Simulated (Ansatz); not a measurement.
Consider CH3NOSi (SMILES N#CO[SiH3]).

Input file:

```
crystal:
  periodic: [false, false, false]
  atoms:
    - { symbol: "N", position_ang: [2.14451, -1.38811, 1.22997] }
    - { symbol: C, position_ang: [1.14098, -1.02574, 0.81682] }
    - { symbol: O, position_ang: [0.02918, -0.65423, 0.38018] }
    - { symbol: Si, position_ang: [-0.69132, 0.56629, -0.46414] }
    - { symbol: H, position_ang: [0.40659, 1.49477, -0.70013] }
    - { symbol: H, position_ang: [-1.16911, -0.11868, -1.65735] }
    - { symbol: H, position_ang: [-1.76471, 1.143, 0.33762] }
basis:
  gaussian: { orbitals: "6-31G" }
hamiltonian:
  xc: pbe
  dispersion: d4
relax:
  f_tol: 0.015
  max_steps: 40
output:
  orbitals: {}
```

Run with:

```sh
ansatz run input.yaml --threads 1 --pin off --max-ram 2048MiB --backend cpu --events-out ev --progress --plain --runs-dir out
```

The fields are those of the relaxed geometry.

Computed with RKS PBE-D4/6-31G (Ansatz).

Q: Predict the electron density and electron localisation function between the atoms.

A: C–N (1.19 Å): ρ is about 3 e/Å³ halfway; the ELF peaks at about 0.85 between the atoms: a short, multiple covalent bond.
C–O (1.31 Å): ρ at the midpoint is about 2.3 e/Å³, with its minimum of 2 e/Å³ about 0.5 Å from C; the ELF peaks at about 0.85 between the atoms, as expected for a shared but strongly polarised pair.
Si–O (1.81 Å): the density is about 0.68 e/Å³ at the midpoint; the ELF peaks at about 0.85 between the atoms (a polar covalent bond).
Si–H (1.50 Å): ρ is about 0.7 e/Å³ halfway; the ELF climbs to about 1 towards the hydrogen, as it does in any bond to H.

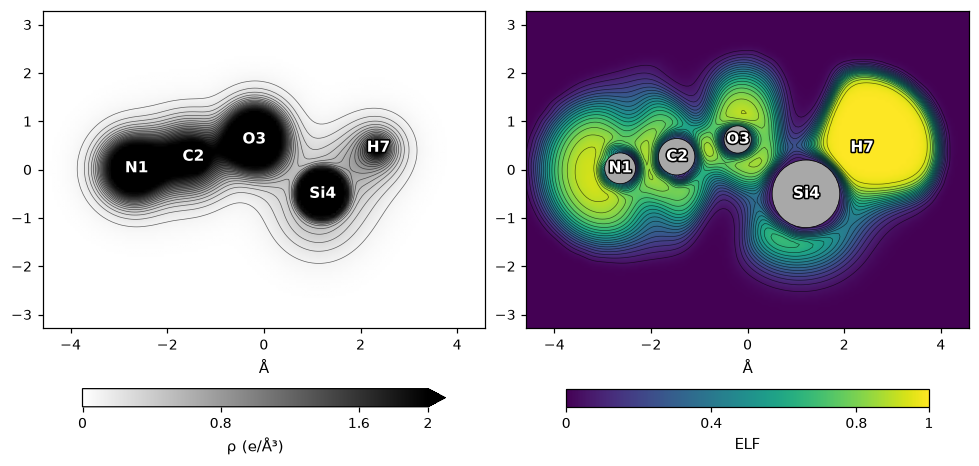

Computed electron density and electron localisation function on the plane of atoms C2, O3 and Si4, in this order. Grey discs cover the atomic cores in the ELF map. 
